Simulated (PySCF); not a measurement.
```yaml
atoms:
  - { symbol: O, position_ang: [3.0514, 0.1066, 0.5464] }
  - { symbol: C, position_ang: [1.7964, -0.3527, 0.8675] }
  - { symbol: C, position_ang: [0.7099, -0.3761, -0.1088] }
  - { symbol: C, position_ang: [-0.3607, -1.3493, 0.3056] }
  - { symbol: C, position_ang: [-1.5661, -0.9030, 0.6104] }
  - { symbol: C, position_ang: [-1.8515, 0.5650, 0.5095] }
  - { symbol: Si, position_ang: [-0.2748, 1.3167, -0.2465] }
  - { symbol: H, position_ang: [3.1462, 0.1174, -0.4130] }
  - { symbol: H, position_ang: [1.6043, -0.3140, 1.9242] }
  - { symbol: H, position_ang: [1.1125, -0.6578, -1.0899] }
  - { symbol: H, position_ang: [-0.0920, -2.3936, 0.3685] }
  - { symbol: H, position_ang: [-2.3623, -1.5598, 0.9318] }
  - { symbol: H, position_ang: [-2.7449, 0.7338, -0.0934] }
  - { symbol: H, position_ang: [-2.0752, 0.9659, 1.5004] }
  - { symbol: H, position_ang: [0.3568, 2.3674, 0.5484] }
  - { symbol: H, position_ang: [-0.4576, 1.7426, -1.6377] }
```

Geometry: GFN2-xTB.

These are results of UKS B3LYP, pcH-1 on C H O Si, non-relativistic, mean-field spin-orbit, GIAO in PySCF, not measurements.

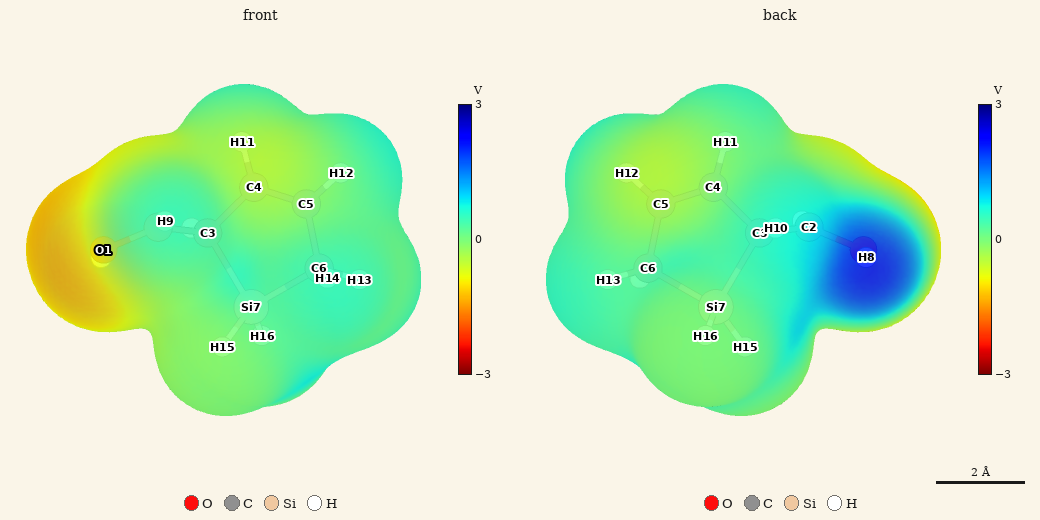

C5H9OSi (doublet). The electrostatic potential painted on the density surface at 0.001 e/bohr³, seen from the front and from behind; the colour scale runs from red (negative) to blue (positive).

### Which sites attract a positive test charge, and which a negative one?

A positive charge is drawn to the negative regions and a negative charge to the positive ones. The most negative region (about −1.3 V) lies over O1, the most positive (about +2.0 V) over H8. O1 is the likeliest acceptor of a hydrogen bond.
